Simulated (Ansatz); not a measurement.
C2H2F (doublet)

Input

```
crystal:
  periodic: [false, false, false]
  atoms:
    - {symbol: C, position_ang: [0.526405, -1.023591, -0.851484]}
    - {symbol: C, position_ang: [1.305914, -0.294101, -0.077690]}
    - {symbol: F, position_ang: [-0.549210, -0.683793, -1.530758]}
    - {symbol: H, position_ang: [2.161626, -0.743788, 0.410950]}
    - {symbol: H, position_ang: [1.107155, 0.765314, 0.084343]}
basis:
  gaussian: {orbitals: def2-TZVPD}
magnetization: {spin_polarized: true, initial_magnetization: 1}
hamiltonian: {xc: {name: PBE0}}
output: {forces: true, orbitals: {seedname: orbitals}}
```

Launched as:

```sh
ansatz run input.yaml --threads 1 --pin off --max-ram 2610MiB --events-out events.jsonl --progress --plain --runs-dir runs
```

Geometry: B3LYP/6-31G*.

The calculation used isolated molecule in a Gaussian basis; Kohn-Sham density functional theory, functional PBE0 in Ansatz.

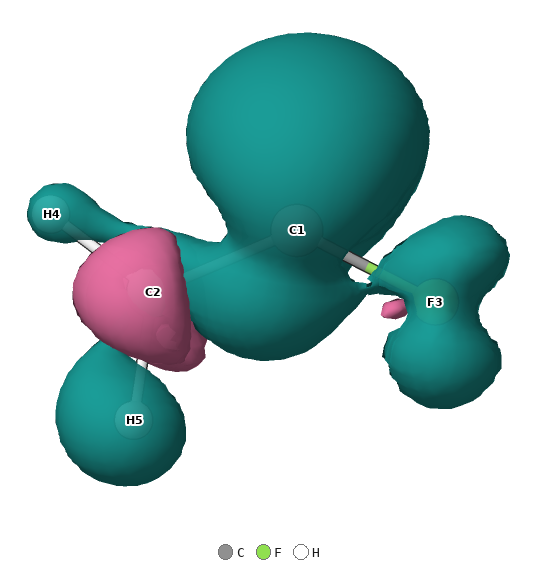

Figure 1. Isosurfaces of the spin density (α minus β) at +0.02 (teal) and −0.02 e/Å³ (pink), seen across its widest extent.

### Where is the unpaired spin?

The unpaired spin (1 electron) lies mostly on C1 (about 0.8) and F3 (about 0.1), in electrons by Hirshfeld's partition.

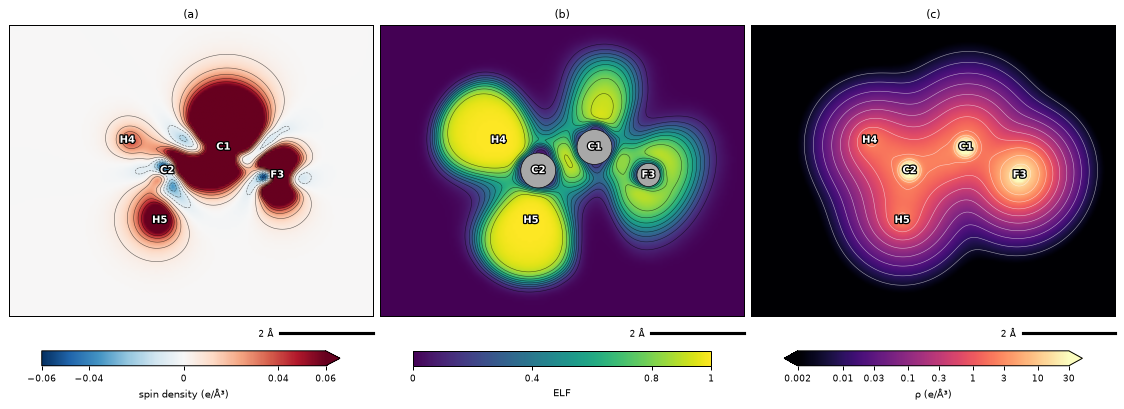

Figure 2. (a) spin density (α minus β); (b) electron localisation function; (c) electron density on the molecular plane. Grey discs cover the atomic cores in the ELF map.

### What does the map show?

- The plane passes through C, F and H nuclei.
- C–F (1.32 Å): ρ is about 2.5 e/Å³ halfway; the ELF peaks at about 0.85 between the atoms, as expected for a shared but strongly polarised pair.
- C–C (1.32 Å): the density is about 2.4 e/Å³ at the midpoint; the ELF peaks at about 0.90 between the atoms: a multiple bond.
- C–H (1.08 Å): ρ at the midpoint is about 2 e/Å³; the ELF climbs to about 1 towards the hydrogen, as it does in any bond to H; a covalent bond by its length.
- The ELF also peaks beside F3 and C1, away from the bonds: non-bonding electrons, paired or unpaired.

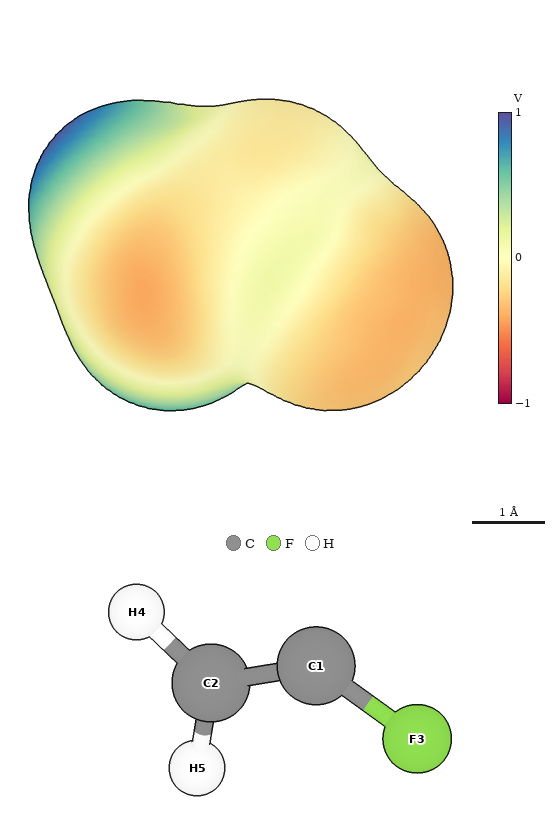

Figure 3. The electrostatic potential painted on the density surface at 0.001 e/bohr³, seen at a tilt; the colour scale runs from red (negative) to blue (positive). The bare structure is drawn below in the same view.

### Which sites attract a positive test charge, and which a negative one?

A positive charge is drawn to the negative regions and a negative charge to the positive ones. The most negative region (about −0.4 V) lies over C1, C2 and F3, the most positive (about +0.9 V) over H4 and H5.

### What dipole moment does the calculation give?

Its dipole moment is 1.09 D.
